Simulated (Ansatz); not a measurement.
BHBrClF2: several calculations on one system

## 1. Relaxation

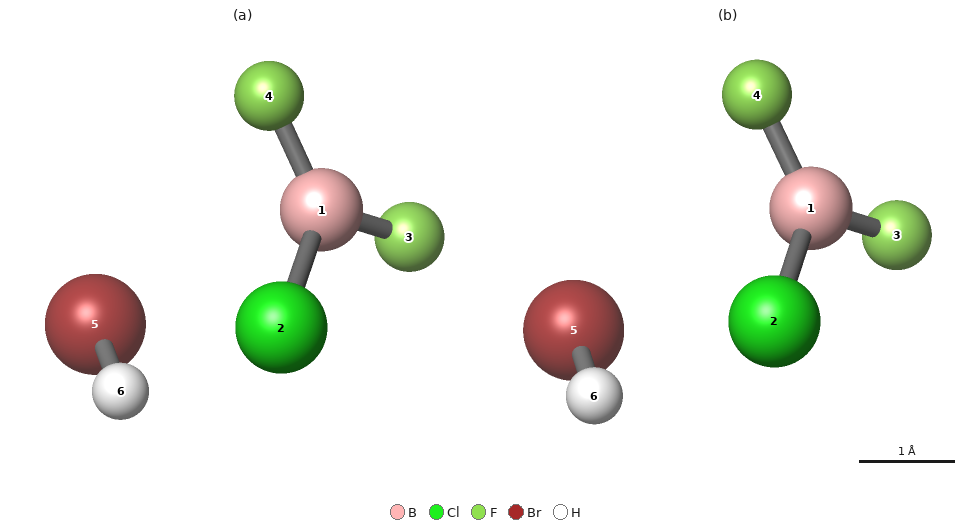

The structure of BHBrClF₂ before (left) and after (right) a relaxation, at one scale.

A ball-and-stick model, seen from a free direction.

The run prepares an end point of a later path (reaction) calculation, from a guessed geometry.

All numbers below come from RKS revPBE-D4/def2-SVP (Ansatz 0.2.0). (no spin polarisation; force threshold 0.03 eV/Å; at most 50 steps)

Q: Summarise the run.

A: The atom that moves furthest after the best rigid fit is H6 (0.16 Å). Largest moves by element: H 0.16 Å, Cl 0.11 Å, Br 0.10 Å, B 0.07 Å, F 0.04 Å. Near-neighbour distances that change, for instance: Br5–H6 1.505 → 1.437 Å, B1–Cl2 1.830 → 1.771 Å, B1–F3 1.320 → 1.325 Å. After 8 accepted moves (9 points after the start) the energy has fallen by 0.087 eV. The largest force component goes from 1 to 0.02 eV/Å. The line search rejected the trial step at point 2 of the run. The run took 18 s on 2 threads of Arm Neoverse V1, with other jobs on the host, peak memory 0.15 GiB.

Limits of the set-up: the start holds two separate molecules, 2.6 Å apart at their closest, whose relative position is a soft coordinate.

## 2. Relaxation

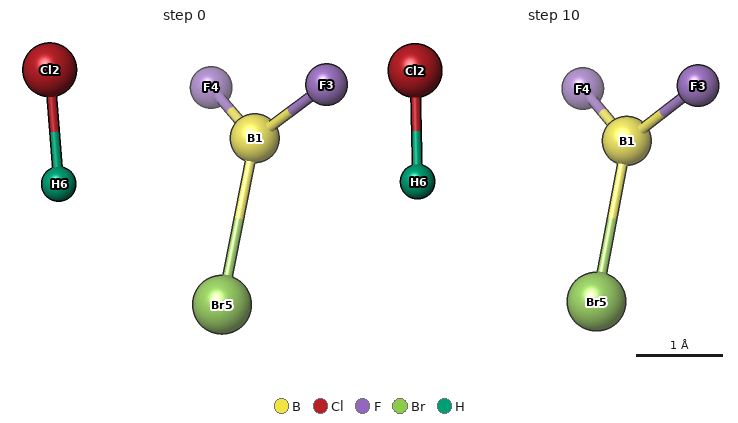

The structure of BHBrClF₂ before (left) and after (right) a relaxation, at one scale.

A ball-and-stick model, seen from a free direction.

The run prepares an end point of a later path (reaction) calculation, from a guessed geometry.

These are results of RKS revPBE-D4/def2-SVP in Ansatz 0.2.0, not measurements.

Input
```yaml
crystal:
  periodic: [false, false, false]
  atoms:
    - { symbol: B, position_ang: [0.020816, -0.498223, -0.391868] }
    - { symbol: Cl, position_ang: [-0.003733, 0.269093, 2.568164] }
    - { symbol: F, position_ang: [1.158645, 0.14599, -0.590895] }
    - { symbol: F, position_ang: [-1.147581, 0.08237, -0.598859] }
    - { symbol: Br, position_ang: [0.072341, -2.448576, 0.078567] }
    - { symbol: H, position_ang: [0.054411, -1.064255, 2.453191] }
basis:
  gaussian: { orbitals: def2-SVP }
hamiltonian:
  xc: revpbe
  dispersion: d4
relax:
  f_tol: 0.03
  max_steps: 50
```

Run as
```bash
ansatz run input.yaml --threads 2 --pin off --max-ram 3072MiB --backend cpu --events-out ev --progress --plain --runs-dir out
```

> Summarise the run.

After 7 accepted moves (10 points after the start) the energy has fallen by 5.74 kJ/mol. The largest force component goes from 1 to 0.015 eV/Å. The line search rejected the trial steps at points 1, 2, 8 of the run. The atom that moves furthest after the best rigid fit is H6 (0.14 Å). Largest moves by element: H 0.14 Å, Br 0.09 Å, Cl 0.06 Å, B 0.05 Å, F 0.04 Å. Near-neighbour distances that change, for instance: B1–Br5 2.007 → 1.934 Å, Cl2–H6 1.340 → 1.299 Å. Cost: 19 s on 2 threads of Arm Neoverse V1 (shared host), peak memory 0.15 GiB.

Limits of the set-up: the start holds two separate molecules, 2.7 Å apart at their closest, whose relative position is a soft coordinate.

## 3. Path

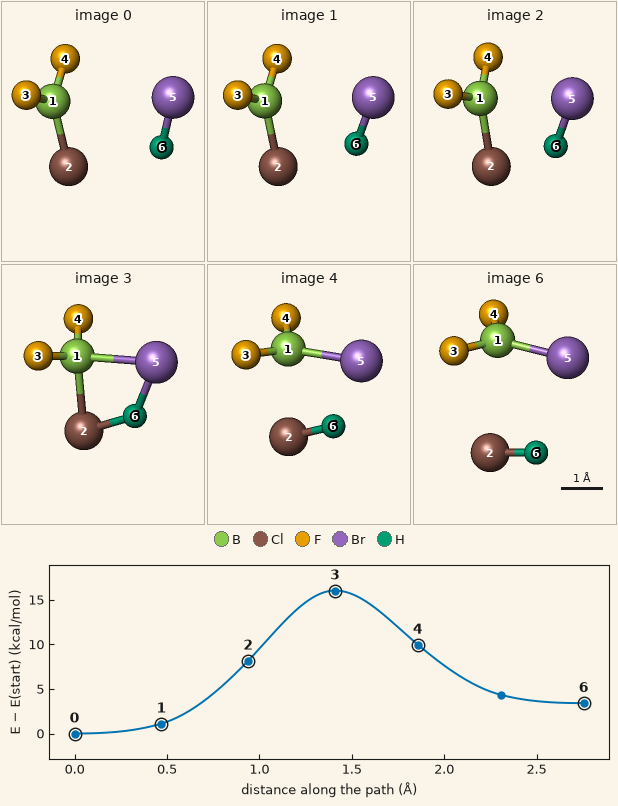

A search for the minimum-energy path of BHBrClF$_{2}$, made up at the start of BClF₂ and HBr by the nudged elastic band. Images are numbered from 0 (start) to 6 (end). The picture is a ball-and-stick view, seen from a free direction.

All numbers below come from RKS revPBE-D4/def2-SVP (Ansatz 0.2.0).

Input
```yaml
crystal:
  periodic: [false, false, false]
  atoms:
    - { symbol: B, position_ang: [-0.012144, 0.33862, 0.055905] }
    - { symbol: Cl, position_ang: [-0.035357, 0.745915, 1.778902] }
    - { symbol: F, position_ang: [1.142677, 0.244229, -0.587596] }
    - { symbol: F, position_ang: [-1.15026, 0.188729, -0.606239] }
    - { symbol: Br, position_ang: [0.085711, -2.966286, 0.879784] }
    - { symbol: H, position_ang: [0.124271, -2.064808, 1.997544] }
basis:
  gaussian: { orbitals: def2-SVP }
hamiltonian:
  xc: revpbe
  dispersion: d4
neb:
  order_check: false
  images: 5
  f_tol: 0.05
  max_iterations: 60
  final_atoms:
    - { symbol: B, position_ang: [0.01642586, -0.53199216, -0.43570938] }
    - { symbol: Cl, position_ang: [0.01158283, 0.26728979, 2.62017345] }
    - { symbol: F, position_ang: [1.14520447, 0.13122486, -0.64052841] }
    - { symbol: F, position_ang: [-1.15061674, 0.06456561, -0.63002346] }
    - { symbol: Br, position_ang: [0.07306744, -2.41384553, 0.00811207] }
    - { symbol: H, position_ang: [0.05923415, -1.03084358, 2.59627572] }
  initial_path:
    images:
      - { positions_ang: [[-0.012144, 0.33862, 0.055905], [-0.035357, 0.745915, 1.778902], [1.142677, 0.244229, -0.587596], [-1.15026, 0.188729, -0.606239], [0.085711, -2.966286, 0.879784], [0.124271, -2.064808, 1.997544]] }
      - { positions_ang: [[-0.00823069, 0.22833258, 0.0398932], [-0.02386348, 0.49002124, 1.92515877], [1.14273017, 0.16868743, -0.60900179], [-1.14796083, 0.13100115, -0.62160254], [0.09022151, -2.71762837, 0.82521889], [0.10200131, -1.81401504, 1.95863346]] }
      - { positions_ang: [[-0.00431737, 0.11804517, 0.02388139], [-0.01236997, 0.23412749, 2.07141555], [1.14278335, 0.09314586, -0.63040759], [-1.14566166, 0.07327331, -0.63696607], [0.09473203, -2.46897074, 0.77065379], [0.07973163, -1.56322208, 1.91972293]] }
      - { positions_ang: [[-0.00040406, 0.00775775, 0.00786959], [-0.00087645, -0.02176627, 2.21767232], [1.14283652, 0.01760429, -0.65181338], [-1.14336249, 0.01554546, -0.65232961], [0.09924254, -2.22031312, 0.71608868], [0.05746194, -1.31242912, 1.88081239]] }
      - { positions_ang: [[0.00520591, -0.17215889, -0.13999006], [0.00327664, 0.07458575, 2.35183937], [1.14362584, 0.05547781, -0.64805172], [-1.14578058, 0.03188551, -0.64489423], [0.09051751, -2.28482392, 0.48009648], [0.05805267, -1.21856727, 2.11930017]] }
      - { positions_ang: [[0.01081589, -0.35207553, -0.28784972], [0.00742973, 0.17093777, 2.48600641], [1.14441515, 0.09335134, -0.64429007], [-1.14819866, 0.04822556, -0.63745884], [0.08179247, -2.34933472, 0.24410427], [0.05864341, -1.12470542, 2.35778794]] }
      - { positions_ang: [[0.01642586, -0.53199216, -0.43570938], [0.01158283, 0.26728979, 2.62017345], [1.14520447, 0.13122486, -0.64052841], [-1.15061674, 0.06456561, -0.63002346], [0.07306744, -2.41384553, 0.00811207], [0.05923415, -1.03084358, 2.59627572]] }
```

Command:
```bash
ansatz run input.yaml --threads 2 --pin off --max-ram 3072MiB --backend cpu --events-out ev --progress --plain --runs-dir out
```

Q: Describe the mechanism and the energy profile.

A: Breaking: B1–Cl2 (1.77 → 2.04 at the top → 3.16 Å), Br5–H6 (1.44 → 1.72 at the top → 2.93 Å). Forming: B1–Br5 (3.41 → 2.20 at the top → 1.93 Å), Cl2–H6 (2.82 → 1.57 at the top → 1.30 Å). The highest point, image 3, lies 16.0 kcal/mol above the start and 12.6 kcal/mol above the end; the end is at +3.4 kcal/mol relative to the start. The band is converged. At the top, the vibrational analysis gives one imaginary mode (533i cm⁻¹), as a transition state must have.

Limits of the set-up: the start holds two separate molecules, 2.8 Å apart at their closest, whose relative position is a soft coordinate.
